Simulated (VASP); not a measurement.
Data:

```xyz
10
Lattice="2.7265 1.5741 5.9318 -2.7265 1.5741 5.9318 0.0000 -3.1483 5.9318" Properties=species:S:1:pos:R:3 pbc="T T T"
K      0.0000     0.0000     6.4324
K      0.0000     0.0000    11.3629
O     -1.1208    -2.0073    10.0534
O      2.2988     0.0330    10.0534
O     -1.1780     1.9743    10.0534
O      1.1208     2.0073     7.7419
O     -2.2988    -0.0330     7.7419
O      1.1780    -1.9743     7.7419
Ta     0.0000     0.0000     2.8082
Ta     0.0000     0.0000    14.9871
```

These are r2SCAN meta-GGA, VASP's PBE PAW potentials (set 64) (plane waves; VASP) values and carry that method's errors. Settings: 520 eV cut-off, 6×6×6 Γ-centred mesh, tetrahedra with Blöchl corrections, potentials K_sv O Ta_pv.

Unless said otherwise, spin-orbit coupling is left out, though it shifts the bands of the heavy elements here.

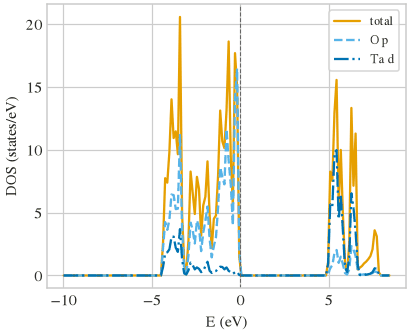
Fig. 1. Total and projected density of states, zero at the valence-band maximum

Within 2 eV below the valence-band maximum the largest weight inside VASP's projection spheres is O p.

The gap is indirect, 5.00 eV, from the valence maximum at Γ to the conduction minimum at (-0.33, 0.33, 0.00).

The structure was generated: KTaO3 was put into the ilmenite type (R-3), which need not be its known phase. It was relaxed first.
